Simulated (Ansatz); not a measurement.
## Electronic structure of H$_{3}$Si···H$_{2}$O (doublet) in real space

Input file:

```
crystal:
  periodic: [false, false, false]
  atoms:
    - { symbol: Si, position_ang: [0.009711, 0.014998, -0.109954] }
    - { symbol: H, position_ang: [0.014987, 0.024382, 1.367962] }
    - { symbol: H, position_ang: [1.427256, 0.008061, -0.609947] }
    - { symbol: H, position_ang: [-0.70506, 1.239038, -0.610426] }
    - { symbol: H, position_ang: [-0.702204, -1.217965, -0.597746] }
    - { symbol: O, position_ang: [-0.011021, -0.018268, 3.573987] }
    - { symbol: H, position_ang: [-0.54667, -0.851346, 3.614623] }
magnetization:
  spin_polarized: true
  initial_magnetization: 1
basis:
  gaussian: { orbitals: def2-SVP }
hamiltonian:
  xc: revpbe
  dispersion: d4
relax:
  f_tol: 0.03
  max_steps: 50
output:
  orbitals: {}
```

Launched as:

```sh
ansatz run input.yaml --threads 1 --pin off --max-ram 2048MiB --backend cpu --events-out ev --progress --plain --runs-dir out
```

The fields are those of the run's last geometry, not of the input's.

The calculation used Ansatz 0.2.0, UKS revPBE-D4/def2-SVP.

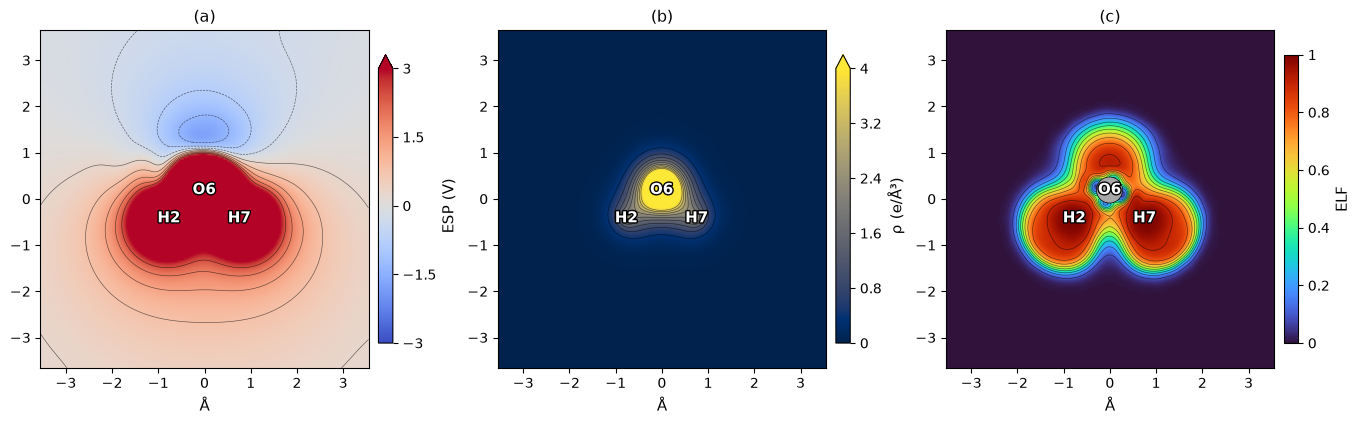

Figure 1. (a) molecular electrostatic potential; (b) electron density; (c) ELF on the plane of atoms H2, O6 and H7. Grey discs cover the atomic cores in the ELF map.

**Describe what can be read from this map.**

The plane passes through H and O nuclei. O–H (0.98 Å): the density is about 3.6 e/Å³ at the midpoint; the ELF climbs to about 1 towards the hydrogen, as it does in any bond to H; an ordinary covalent bond to hydrogen. The ELF also peaks beside O6, away from the bonds: non-bonding electrons, paired or unpaired. Outside the dense part of the complex the potential is most negative (−1.7 V) near O6.

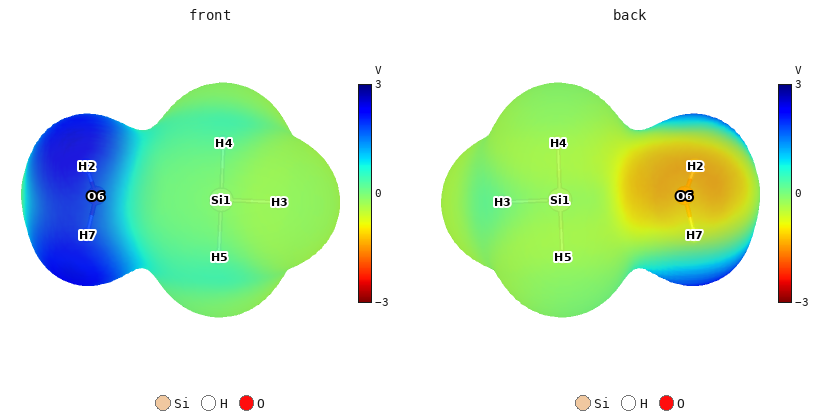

Figure 2. The molecular electrostatic potential painted on the density surface at 0.002 e/bohr³, seen from the front and from behind; red is negative and blue positive.

**Where is the surface potential most negative and most positive?**

The most negative region (about −1.3 V, or −30 kcal/mol for a unit charge) lies over O6, the most positive (about +2.4 V, or +55 kcal/mol for a unit charge) over H2 and H7. O6 is the likeliest acceptor of a hydrogen bond.

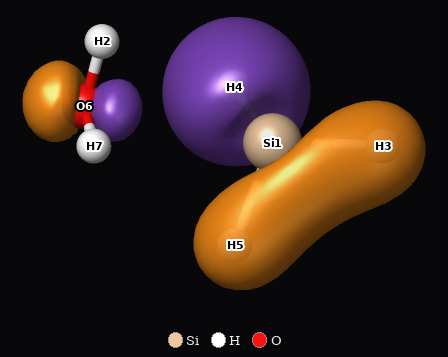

Figure 3. The HOMO−1 (β) at ±0.15 Å⁻³ᐟ² (orange and purple are the two phases), seen at a tilt.

**Where does this orbital lie, and at what energy?**

Its weight (Hirshfeld) is mainly on Si1 (about 40 %), H4 (about 30 %), H3 (about 10 %), H5 (about 10 %) and O6 (about 10 %). Its energy is −7.98 eV.

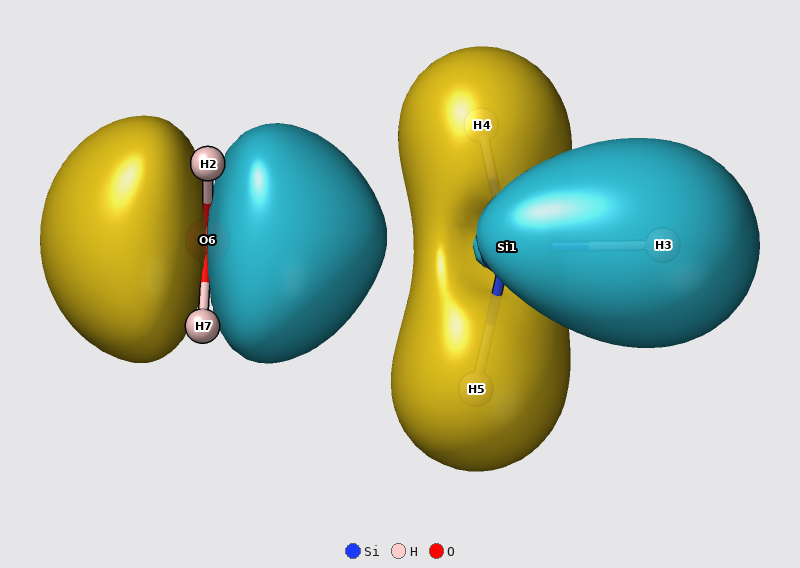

Figure 4. The HOMO (β) at ±0.08 Å⁻³ᐟ² (yellow and cyan are the two phases), seen at a tilt.

**What is the character of this orbital?**

Its weight (Hirshfeld) is mainly on O6 (about 60 %), Si1 (about 15 %) and H3 (about 10 %). Its energy is −7.18 eV.
